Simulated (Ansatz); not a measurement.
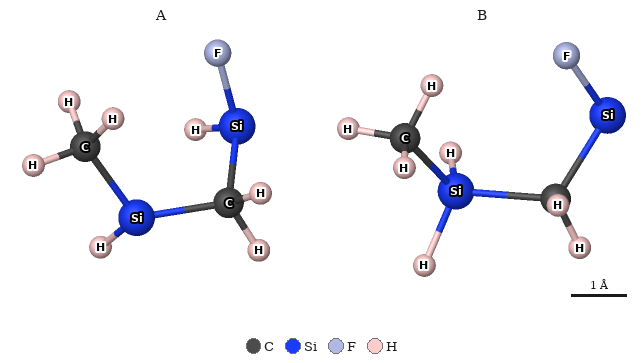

Two geometries of C2H7FSi2, drawn at one scale. One is the start of a relaxation, the other its converged end. Style: ball-and-stick. Shown at a tilt.

Method: Ansatz, RKS PBE0/def2-SVP. (no spin polarisation; force threshold 0.015 eV/Å; at most 40 steps)

### Which geometry has the lower energy?

Structure B is the relaxed one. The run prepares an end point of a later path (inversion) calculation, from a guessed geometry. The atom that moves furthest after the best rigid fit is an H atom (1.38 Å). Largest moves by element: H 1.38 Å, Si 1.07 Å, F 0.85 Å, C 0.33 Å. Among the contacts that change: H–Si 1.448 → 3.226 Å, H–Si 3.274 → 1.503 Å, C–Si 1.732 → 1.900 Å, C–Si 1.789 → 1.875 Å. New bonds form, among them: H–Si (3.27 → 1.50 Å). Bonds break, among them: H–Si (1.45 → 3.23 Å). Bond angles that change, for instance: C–Si–F 107.5° → 98.2°, H–C–H 99.5° → 108.6°, Si–C–H 114.8° → 106.9°. Over 27 accepted moves (29 points after the start) the energy falls by 182.4 kJ/mol. The largest force component goes from 3.9 to 0.01 eV/Å. The line search rejected the trial steps at points 12, 21 of the run. Cost: 73 s on 2 threads of Intel(R) Xeon(R) Platinum 8488C (Sapphire Rapids), on a shared host, peak memory 0.28 GiB.
